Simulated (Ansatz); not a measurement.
B$_{2}$H$_{2}$O (SMILES B1BO1)

```
atom    x (Å)    y (Å)    z (Å)
   B  -0.7562  -0.0993  -0.4392
   B  -1.6233   1.2074  -0.4507
   O  -2.1230  -0.0672  -0.6776
   H  -0.0350  -1.0375  -0.4135
   H  -2.2076   2.2367  -0.4424
```

Geometry: r2SCAN-D4/def2-TZVP.

Level of theory: isolated molecule in a Gaussian basis; Kohn-Sham density functional theory, functional PBE0 in Ansatz.

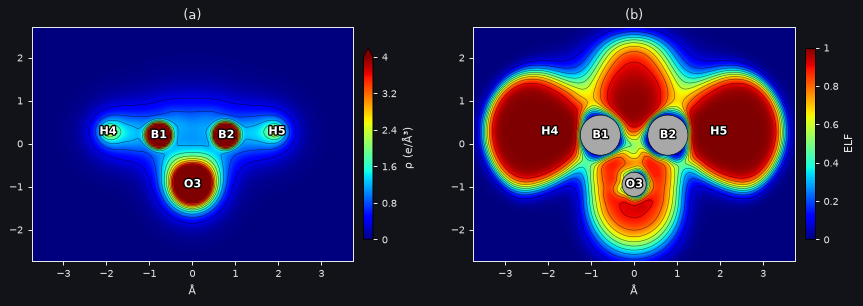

Figure 1. (a) electron density; (b) ELF on the molecular plane. Grey discs cover the atomic cores in the ELF map.

**Interpret the plot.**

- The section cuts through B, O and H sites.
- B–O (1.39 Å): ρ at the midpoint is about 2 e/Å³; the ELF peaks at about 0.85 between the atoms, as expected for a polar covalent bond.
- B–B (1.57 Å): the density is about 1.1 e/Å³ at the midpoint; the ELF peaks at about 0.70 between the atoms.
- B–H (1.18 Å): the density is about 1.3 e/Å³ at the midpoint; the ELF climbs to about 1 towards the hydrogen, as it does in any bond to H; a covalent bond by its length.
- The ELF also peaks beside O3, away from the bonds: lone-pair regions.

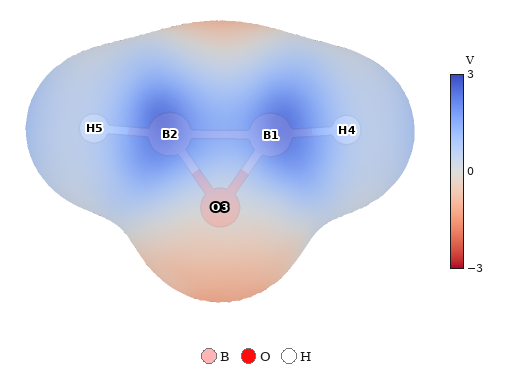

Figure 2. The molecular electrostatic potential painted on the density surface at 0.004 e/bohr³, seen across its widest extent; red is negative and blue positive.

**Where is the surface potential most negative and most positive?**

The most negative region (about −1.1 V, or −25 kcal/mol for a unit charge) lies over O3, the most positive (about +2.3 V, or +53 kcal/mol for a unit charge) over B1 and B2. O3 is the likeliest acceptor of a hydrogen bond.

**What dipole moment does the calculation give?**

Its dipole moment is 0.40 D.

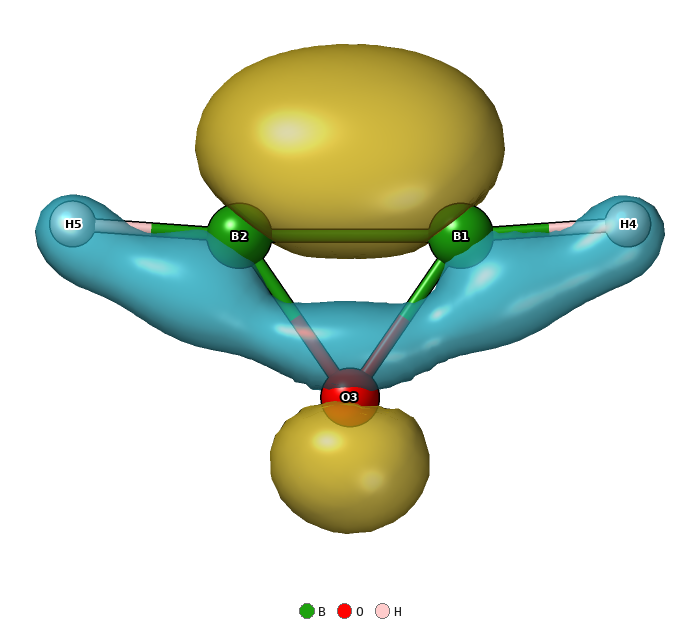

Figure 3. The HOMO at ±0.2 Å⁻³ᐟ² (yellow and cyan are the two phases), seen across its widest extent.

**Where does this orbital lie, and at what energy?**

By Hirshfeld shares it lies mainly on B1 (about 35 %), B2 (about 35 %) and O3 (about 20 %); it is symmetric in the molecular plane (an in-plane orbital: σ, lone-pair or in-plane π type). Its energy is −7.57 eV.
